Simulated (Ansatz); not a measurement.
# Run report: GeH₄BrClO₃, nudged elastic band

System: GeH₄BrClO₃.
Method: RHF/def2-SVP (Ansatz 0.2.0).

It belongs to a series of runs on one base structure; here: band between the two ends. Figures and captions count atoms from 1; the log counts them from 0 in places.

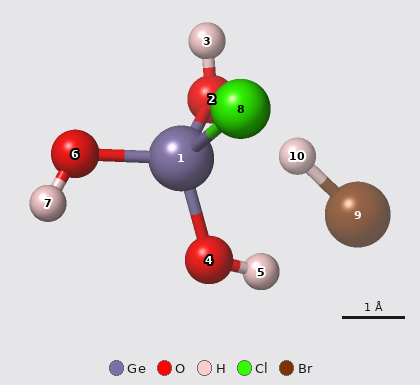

Fig. 1: The input geometry (ball-and-stick view, seen at a tilt; atoms are numbered from 1 in the order of the input). Sticks mark near contacts.

Input file:
```yaml
crystal:
  periodic: [false, false, false]
  atoms:
    - { symbol: Ge, position_ang: [-0.437116, -0.172164, -0.068979] }
    - { symbol: O, position_ang: [-0.439788, 0.57581, 1.505828] }
    - { symbol: H, position_ang: [-1.126294, 0.332714, 2.110409] }
    - { symbol: O, position_ang: [1.026077, 0.24489, -0.880909] }
    - { symbol: H, position_ang: [1.838447, 0.255658, -0.394128] }
    - { symbol: O, position_ang: [-1.769244, 0.397301, -1.00896] }
    - { symbol: H, position_ang: [-1.611028, 0.561201, -1.927391] }
    - { symbol: Cl, position_ang: [-0.612029, -2.286366, 0.207422] }
    - { symbol: Br, position_ang: [2.860077, 1.507049, 2.23547] }
    - { symbol: H, position_ang: [1.451499, 1.373307, 2.214939] }
basis:
  gaussian: { orbitals: def2-SVP }
hamiltonian:
  xc: hf
neb:
  order_check: false
  images: 5
  f_tol: 0.05
  max_iterations: 60
  final_atoms:
    - { symbol: Ge, position_ang: [-0.62447935, 0.7029914, -0.31905218] }
    - { symbol: O, position_ang: [1.57196656, -0.45262154, 2.15224154] }
    - { symbol: H, position_ang: [0.86837919, -0.91337162, 2.58755118] }
    - { symbol: O, position_ang: [0.90550603, -0.04490132, -0.57463879] }
    - { symbol: H, position_ang: [1.37564532, -0.27793194, 0.22309157] }
    - { symbol: O, position_ang: [-1.38806353, 0.89760805, -1.85795836] }
    - { symbol: H, position_ang: [-1.02068963, 0.38746253, -2.56648454] }
    - { symbol: Cl, position_ang: [-1.8446305, -0.53459241, 0.94892541] }
    - { symbol: Br, position_ang: [-0.45968636, 2.75032954, 0.68484421] }
    - { symbol: H, position_ang: [1.79665327, 0.2744273, 2.71518097] }
  initial_path:
    images:
      - { positions_ang: [[-0.437116, -0.172164, -0.068979], [-0.439788, 0.57581, 1.505828], [-1.126294, 0.332714, 2.110409], [1.026077, 0.24489, -0.880909], [1.838447, 0.255658, -0.394128], [-1.769244, 0.397301, -1.00896], [-1.611028, 0.561201, -1.927391], [-0.612029, -2.286366, 0.207422], [2.860077, 1.507049, 2.23547], [1.451499, 1.373307, 2.214939]] }
      - { positions_ang: [[-0.27705012, -0.13717839, -0.03109143], [-0.33471682, 0.47680681, 1.71372755], [-1.09954186, 0.22487742, 2.22125711], [1.26813625, 0.13777273, -0.72583051], [1.93040202, -0.16857828, -0.37912623], [-1.44545649, 0.67023922, -0.9510625], [-1.64909008, 0.67501312, -1.64624898], [-0.69744875, -2.1999276, -0.01342209], [2.34062498, 1.75447847, 1.69937832], [1.14474187, 1.35589652, 2.10611974]] }
      - { positions_ang: [[-0.11698424, -0.10219279, 0.00679613], [-0.22964564, 0.37780361, 1.92162711], [-1.07278971, 0.11704084, 2.33210523], [1.5101955, 0.03065547, -0.57075202], [2.02235703, -0.59281457, -0.36412445], [-1.12166898, 0.94317743, -0.89316499], [-1.68715215, 0.78882524, -1.36510696], [-0.7828685, -2.1134892, -0.23426618], [1.82117296, 2.00190794, 1.16328665], [0.83798475, 1.33848603, 1.99730048]] }
      - { positions_ang: [[0.04308164, -0.06720718, 0.0446837], [-0.12457447, 0.27880042, 2.12952666], [-1.04603757, 0.00920426, 2.44295334], [1.75225475, -0.0764618, -0.41567353], [2.11431205, -1.01705085, -0.34912268], [-0.79788147, 1.21611565, -0.83526749], [-1.72521423, 0.90263736, -1.08396494], [-0.86828825, -2.0270508, -0.45511027], [1.30172093, 2.24933741, 0.62719497], [0.53122762, 1.32107555, 1.88848122]] }
      - { positions_ang: [[-0.17943869, 0.18952568, -0.07656159], [0.44093921, 0.0349931, 2.13709829], [-0.40789865, -0.29832104, 2.49115262], [1.47000518, -0.06594164, -0.46866195], [1.8680898, -0.77067788, -0.1583846], [-0.99460883, 1.10994645, -1.17616445], [-1.4903727, 0.73091242, -1.57813814], [-1.19373567, -1.52956467, 0.01290162], [0.71458517, 2.41633479, 0.64641138], [0.95303617, 0.9721928, 2.1640478]] }
      - { positions_ang: [[-0.40195902, 0.44625854, -0.19780689], [1.00645289, -0.20881422, 2.14466991], [0.23024027, -0.60584633, 2.5393519], [1.1877556, -0.05542148, -0.52165037], [1.62186756, -0.52430491, 0.03235349], [-1.19133618, 1.00377725, -1.51706141], [-1.25553116, 0.55918748, -2.07231134], [-1.51918309, -1.03207854, 0.48091352], [0.12744941, 2.58333216, 0.66562779], [1.37484472, 0.62331005, 2.43961439]] }
      - { positions_ang: [[-0.62447935, 0.7029914, -0.31905218], [1.57196656, -0.45262154, 2.15224154], [0.86837919, -0.91337162, 2.58755118], [0.90550603, -0.04490132, -0.57463879], [1.37564532, -0.27793194, 0.22309157], [-1.38806353, 0.89760805, -1.85795836], [-1.02068963, 0.38746253, -2.56648454], [-1.8446305, -0.53459241, 0.94892541], [-0.45968636, 2.75032954, 0.68484421], [1.79665327, 0.2744273, 2.71518097]] }
```

Run as:
```bash
ansatz run input.yaml --threads 4 --pin off --max-ram 5120MiB --backend cpu --events-out ev --progress --plain --runs-dir out
```

Output:
```
Engine: ansatz 0.2.0, aarch64-unknown-linux-gnu
Functional definition: HF
  exchange = exact_x
  correlation = 0
1470 factors; integrals over basis functions are off by at most 4.2e-4 eV
mean field evaluation 1: about -145125.2316 eV, gradient 5.1e1 eV
mean field evaluation 2: about -145125.2903 eV, gradient 5.1e1 eV
mean field evaluation 4: about -145130.1244 eV, gradient 3.2e0 eV
mean field evaluation 8: about -145130.1608 eV, gradient 1.5e-4 eV
mean field -145130.16080302 eV, -5333.4350367549 hartree, gradient 2.2e-5 eV, S^2 0.000000; 0 other end points of the search recorded, 0 dependent functions left out
the calculation of the forces begins
reference -145130.16080302 eV, -5333.4350367549 hartree; 56, 56 occupied and 88, 88 virtual orbitals, 1470 factors
1465 factors; integrals over basis functions are off by at most 9.3e-4 eV
mean field evaluation 16: about -145130.6231 eV, gradient 1.1e0 eV
mean field -145130.62842849 eV, -5333.4522216738 hartree, gradient 3.0e-5 eV, S^2 0.000000; 0 other end points of the search recorded, 0 dependent functions left out
[... from here on the field's lines of each further geometry are left out, up to the last ...]
NEB iter   1: max|band force component| = 2.987e1 eV/Å  barrier→ = 5.1947 eV  barrier← = 5.6623 eV  Δτ_max = 0.1983 Å  (248 SCF iters)
NEB iter   2: max|band force component| = 3.400e0 eV/Å  barrier→ = 2.3017 eV  barrier← = 2.7693 eV  Δτ_max = 0.2000 Å  (189 SCF iters)
NEB iter   3: max|band force component| = 2.057e0 eV/Å  barrier→ = 1.7449 eV  barrier← = 2.2125 eV  Δτ_max = 0.2000 Å  (181 SCF iters)
NEB iter   4: max|band force component| = 2.180e0 eV/Å  barrier→ = 1.5671 eV  barrier← = 2.0347 eV  Δτ_max = 0.0999 Å  (164 SCF iters)
NEB iter   5: max|band force component| = 2.469e0 eV/Å  barrier→ = 1.3890 eV  barrier← = 1.8567 eV  Δτ_max = 0.0502 Å  (170 SCF iters)
NEB iter   6: max|band force component| = 1.632e0 eV/Å  barrier→ = 1.1893 eV  barrier← = 1.6570 eV  Δτ_max = 0.0503 Å  (172 SCF iters)
NEB iter   7: max|band force component| = 5.644e-1 eV/Å  barrier→ = 1.0788 eV  barrier← = 1.5465 eV  Δτ_max = 0.0500 Å  (173 SCF iters)
NEB iter   8: max|band force component| = 5.144e-1 eV/Å  barrier→ = 1.0231 eV  barrier← = 1.4907 eV  Δτ_max = 0.0500 Å  (173 SCF iters)
NEB iter   9: max|band force component| = 6.713e-1 eV/Å  barrier→ = 0.9421 eV  barrier← = 1.4097 eV  CI = image 3  Δτ_max = 0.0501 Å  (174 SCF iters)
NEB iter  10: max|band force component| = 7.856e-1 eV/Å  barrier→ = 0.9606 eV  barrier← = 1.4283 eV  CI = image 3  Δτ_max = 0.0998 Å  (173 SCF iters)
NEB iter  11: max|band force component| = 1.019e0 eV/Å  barrier→ = 1.1077 eV  barrier← = 1.5753 eV  CI = image 3  Δτ_max = 0.2000 Å  (173 SCF iters)
NEB iter  12: max|band force component| = 7.641e-1 eV/Å  barrier→ = 1.3426 eV  barrier← = 1.8103 eV  CI = image 3  Δτ_max = 0.2000 Å  (170 SCF iters)
NEB iter  13: max|band force component| = 8.661e-1 eV/Å  barrier→ = 1.3416 eV  barrier← = 1.8093 eV  CI = image 3  Δτ_max = 0.0981 Å  (178 SCF iters)
NEB iter  14: max|band force component| = 4.139e-1 eV/Å  barrier→ = 1.2979 eV  barrier← = 1.7656 eV  CI = image 3  Δτ_max = 0.1014 Å  (169 SCF iters)
NEB iter  15: max|band force component| = 4.280e-1 eV/Å  barrier→ = 1.2881 eV  barrier← = 1.7557 eV  CI = image 3  Δτ_max = 0.0502 Å  (176 SCF iters)
NEB iter  16: max|band force component| = 3.618e-1 eV/Å  barrier→ = 1.2789 eV  barrier← = 1.7465 eV  CI = image 3  Δτ_max = 0.0728 Å  (174 SCF iters)
NEB iter  17: max|band force component| = 1.857e-1 eV/Å  barrier→ = 1.2691 eV  barrier← = 1.7367 eV  CI = image 3  Δτ_max = 0.1017 Å  (172 SCF iters)
NEB iter  18: max|band force component| = 3.583e-1 eV/Å  barrier→ = 1.2662 eV  barrier← = 1.7338 eV  CI = image 3  Δτ_max = 0.0506 Å  (169 SCF iters)
NEB iter  19: max|band force component| = 1.275e-1 eV/Å  barrier→ = 1.2639 eV  barrier← = 1.7315 eV  CI = image 3  Δτ_max = 0.0501 Å  (174 SCF iters)
NEB iter  20: max|band force component| = 8.976e-2 eV/Å  barrier→ = 1.2618 eV  barrier← = 1.7294 eV  CI = image 3  Δτ_max = 0.0502 Å  (175 SCF iters)
NEB iter  21: max|band force component| = 1.481e-1 eV/Å  barrier→ = 1.2608 eV  barrier← = 1.7284 eV  CI = image 3  Δτ_max = 0.0249 Å  (166 SCF iters)
NEB iter  22: max|band force component| = 7.170e-2 eV/Å  barrier→ = 1.2602 eV  barrier← = 1.7278 eV  CI = image 3  Δτ_max = 0.0250 Å  (177 SCF iters)
NEB iter  23: max|band force component| = 5.016e-2 eV/Å  barrier→ = 1.2597 eV  barrier← = 1.7274 eV  CI = image 3  Δτ_max = 0.0251 Å  (168 SCF iters)
NEB iter  24: max|band force component| = 1.404e-1 eV/Å  barrier→ = 1.2594 eV  barrier← = 1.7270 eV  CI = image 3  Δτ_max = 0.0125 Å  (170 SCF iters)
NEB iter  25: max|band force component| = 2.087e-2 eV/Å  barrier→ = 1.2594 eV  barrier← = 1.7270 eV  CI = image 3  Δτ_max = 0.0115 Å  (168 SCF iters)
the calculation of the forces begins
reference -145130.46524987 eV, -5333.4462249703 hartree; 56, 56 occupied and 88, 88 virtual orbitals, 1470 factors
1472 factors; integrals over basis functions are off by at most 9.4e-4 eV
mean field evaluation 1024: about -145128.9014 eV, gradient 2.1e-5 eV
mean field -145128.90144130 eV, -5333.3887560651 hartree, gradient 2.1e-5 eV, S^2 0.000000; 1 other end points of the search recorded, 0 dependent functions left out
the calculation of the forces begins
reference -145128.90144130 eV, -5333.3887560651 hartree; 56, 56 occupied and 88, 88 virtual orbitals, 1472 factors
NEB iter  26: max|band force component| = 2.086e-2 eV/Å  barrier→ = 1.2594 eV  barrier← = 1.7270 eV  CI = image 3  Δτ_max = 0.0000 Å  (211 SCF iters)
```

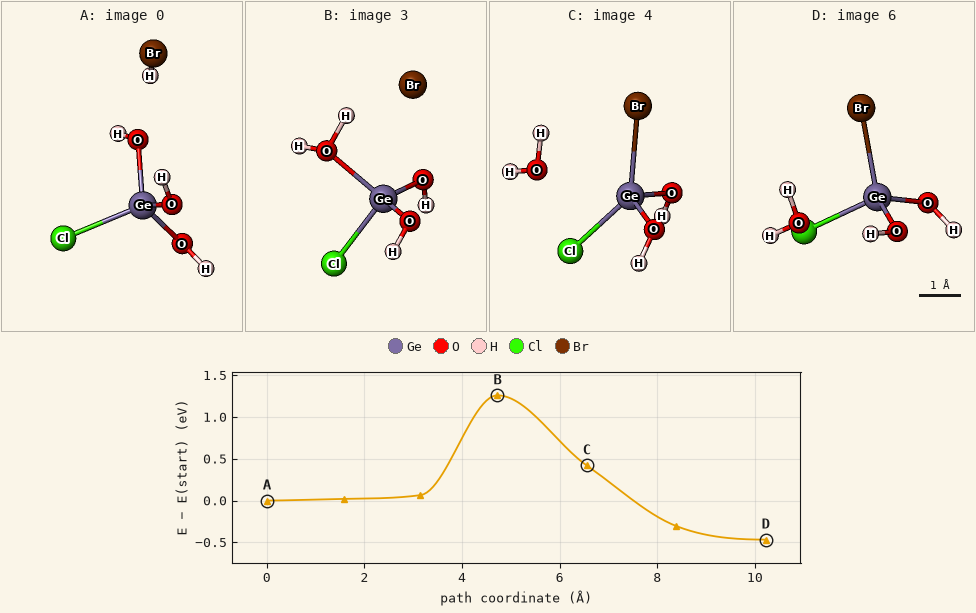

Fig. 2: Images of the last band (counted from 0; ball-and-stick, seen at a tilt) above the energy along the path; the line is a cubic interpolation that uses the forces. The highest image is number 3, 1.259 eV above the start and 1.727 eV above the end (the climbing image); the end lies 0.468 eV below the start. The path is 10.22 Å long. The band converged in 26 iterations.

```
Total energy: -145128.90144130 eV, -5333.3887560651 hartree
Atom 0 at     0.094857     0.034721    -0.007181 Å, force     0.009064     0.006399     0.014921 eV/Å
Atom 1 at    -0.010071     0.262261     1.842260 Å, force    -0.014794     0.009514    -0.017935 eV/Å
Atom 2 at    -0.819775     0.084585     2.313178 Å, force    -0.001255    -0.003376     0.001992 eV/Å
Atom 3 at     1.698418    -0.264149    -0.519240 Å, force     0.007544    -0.013997    -0.007684 eV/Å
Atom 4 at     1.984498    -1.167305    -0.500186 Å, force    -0.000762     0.000694    -0.000126 eV/Å
Atom 5 at    -0.939939     1.113657    -0.844250 Å, force    -0.004713     0.009603     0.000855 eV/Å
Atom 6 at    -1.589286     0.705070    -1.401035 Å, force     0.000807    -0.001344     0.000557 eV/Å
Atom 7 at    -0.925677    -1.875730    -0.048827 Å, force     0.001428    -0.002657     0.000492 eV/Å
Atom 8 at     1.276129     2.677981     1.169555 Å, force    -0.008363     0.005173    -0.007121 eV/Å
Atom 9 at     0.411446     1.218308     1.989428 Å, force     0.011044    -0.010009     0.014048 eV/Å
Dipole moment:    -0.846260    -1.340197     0.059514 e Å
this run last wrote the band of iteration 26 to [file]; this run last wrote the band within `neb.f_tol` of iteration 25 to [file]
```

The last band as extended XYZ (Å, eV, eV/Å):
```
10
Properties=species:S:1:pos:R:3:forces:R:3 image=0 energy=-145130.16080
Ge   -0.4371   -0.1722   -0.0690   -0.0114   0.0020  -0.0128
O    -0.4398    0.5758    1.5058    0.0106  -0.0105   0.0005
H    -1.1263    0.3327    2.1104   -0.0048   0.0035  -0.0021
O     1.0261    0.2449   -0.8809    0.0004   0.0029   0.0032
H     1.8384    0.2557   -0.3941    0.0052   0.0024  -0.0006
O    -1.7692    0.3973   -1.0090    0.0002  -0.0020  -0.0016
H    -1.6110    0.5612   -1.9274   -0.0039   0.0058  -0.0030
Cl   -0.6120   -2.2864    0.2074    0.0040  -0.0022   0.0132
Br    2.8601    1.5070    2.2355   -0.0094  -0.0037  -0.0020
H     1.4515    1.3733    2.2149    0.0090   0.0018   0.0053
10
Properties=species:S:1:pos:R:3:forces:R:3 image=1 energy=-145130.14123
Ge   -0.4252   -0.2966   -0.0894   -0.0088   0.0010   0.0106
O    -0.2012    0.3285    1.5219    0.0013  -0.0015  -0.0065
H    -0.8338    0.0861    2.1832    0.0004   0.0018   0.0011
O     1.0530   -0.1294   -0.9648    0.0042   0.0056  -0.0059
H     1.8586   -0.4452   -0.5830   -0.0019   0.0037   0.0058
O    -1.6426    0.5895   -0.9317    0.0019  -0.0089  -0.0080
H    -1.4357    0.8784   -1.8089   -0.0034   0.0028  -0.0013
Cl   -1.0142   -2.3441    0.0984    0.0004  -0.0006   0.0018
Br    2.4795    2.4517    2.4395    0.0048  -0.0028   0.0020
H     1.3422    1.6705    2.1286    0.0011  -0.0010   0.0003
10
Properties=species:S:1:pos:R:3:forces:R:3 image=2 energy=-145130.09611
Ge   -0.2297   -0.3185    0.0055   -0.0189  -0.0201  -0.0002
O    -0.0363    0.0573    1.6936   -0.0039  -0.0115  -0.0122
H    -0.7861   -0.0588    2.2598   -0.0021  -0.0083  -0.0046
O     1.3156   -0.3582   -0.7601   -0.0263  -0.0059  -0.0113
H     1.9317   -1.0291   -0.5058    0.0016   0.0129   0.0079
O    -1.2143    0.9021   -0.7099   -0.0203  -0.0264   0.0046
H    -1.3290    0.9024   -1.6483    0.0217   0.0100  -0.0226
Cl   -1.1784   -2.2346   -0.1494   -0.0132  -0.0310  -0.0042
Br    1.6877    3.0812    1.8227    0.0253   0.0346   0.0432
H     1.0194    1.8455    1.9855    0.0361   0.0457  -0.0007
10
Properties=species:S:1:pos:R:3:forces:R:3 image=3 energy=-145128.90144
Ge    0.0949    0.0347   -0.0072    0.0091   0.0064   0.0149
O    -0.0101    0.2623    1.8423   -0.0148   0.0095  -0.0179
H    -0.8198    0.0846    2.3132   -0.0013  -0.0034   0.0020
O     1.6984   -0.2641   -0.5192    0.0075  -0.0140  -0.0077
H     1.9845   -1.1673   -0.5002   -0.0008   0.0007  -0.0001
O    -0.9399    1.1137   -0.8442   -0.0047   0.0096   0.0009
H    -1.5893    0.7051   -1.4010    0.0008  -0.0013   0.0006
Cl   -0.9257   -1.8757   -0.0488    0.0014  -0.0027   0.0005
Br    1.2761    2.6780    1.1696   -0.0084   0.0052  -0.0071
H     0.4114    1.2183    1.9894    0.0110  -0.0100   0.0140
10
Properties=species:S:1:pos:R:3:forces:R:3 image=4 energy=-145129.74030
Ge    0.1094    0.4853   -0.2198    0.0058   0.1200  -0.0628
O     0.4311    0.0167    2.3421    0.0953  -0.0435   0.1410
H    -0.3956   -0.2568    2.7142    0.0718  -0.0658   0.0884
O     1.6550   -0.1150   -0.7140   -0.0023   0.0096  -0.0187
H     1.7870   -1.0516   -0.6871   -0.0508  -0.0005  -0.0030
O    -0.9499    1.0988   -1.4576    0.0374  -0.0151  -0.1787
H    -1.6639    0.5219   -1.6845    0.0178  -0.0186  -0.1301
Cl   -1.0462   -1.3198    0.2570   -0.0590   0.1682   0.0775
Br    0.6161    2.5447    0.7361   -0.1548  -0.0613  -0.1048
H     0.6375    0.8653    2.7075    0.0390  -0.0929   0.1913
10
Properties=species:S:1:pos:R:3:forces:R:3 image=5 energy=-145130.46525
Ge   -0.2001    0.5754   -0.3894   -0.0559   0.0107  -0.0456
O     1.0930   -0.2555    2.3184    0.0851  -0.0504   0.0102
H     0.3016   -0.6470    2.6607    0.0671  -0.0345  -0.0074
O     1.3185   -0.1470   -0.7631   -0.0489  -0.0221   0.0274
H     1.7809   -0.5157   -0.0219    0.0142   0.0541   0.1117
O    -1.0087    1.0172   -1.8528    0.0293  -0.0124  -0.0844
H    -1.7730    0.5049   -2.0724    0.0050   0.0030  -0.0684
Cl   -1.5045   -0.8531    0.5696   -0.0756   0.0804   0.0406
Br    0.0177    2.5174    0.8108   -0.0703   0.0004   0.0090
H     1.1552    0.5928    2.7337    0.0500  -0.0293   0.0070
10
Properties=species:S:1:pos:R:3:forces:R:3 image=6 energy=-145130.62843
Ge   -0.6245    0.7030   -0.3191   -0.0120  -0.0243  -0.0051
O     1.5720   -0.4526    2.1522   -0.0008   0.0095   0.0146
H     0.8684   -0.9134    2.5876    0.0014  -0.0034  -0.0020
O     0.9055   -0.0449   -0.5746   -0.0006   0.0050   0.0030
H     1.3756   -0.2779    0.2231   -0.0042   0.0025  -0.0082
O    -1.3881    0.8976   -1.8580    0.0045  -0.0017   0.0041
H    -1.0207    0.3875   -2.5665    0.0027   0.0015   0.0033
Cl   -1.8446   -0.5346    0.9489    0.0074   0.0113  -0.0050
Br   -0.4597    2.7503    0.6848    0.0015   0.0076   0.0041
H     1.7967    0.2744    2.7152    0.0001  -0.0080  -0.0088
```

Results in brief:

```json
{"quantity": "outcome", "value": "converged"}
{"quantity": "barrier, forward", "value": "1.259 eV"}
{"quantity": "barrier, backward", "value": "1.727 eV"}
{"quantity": "hardware", "value": "4 threads of Arm Neoverse V2, 24 GiB of memory available, shared host"}
{"quantity": "wall time", "value": "4.9 min (CPU time 18 min)"}
{"quantity": "peak memory", "value": "0.44 GiB"}
```

Notes:

The order of the saddle point was not checked.
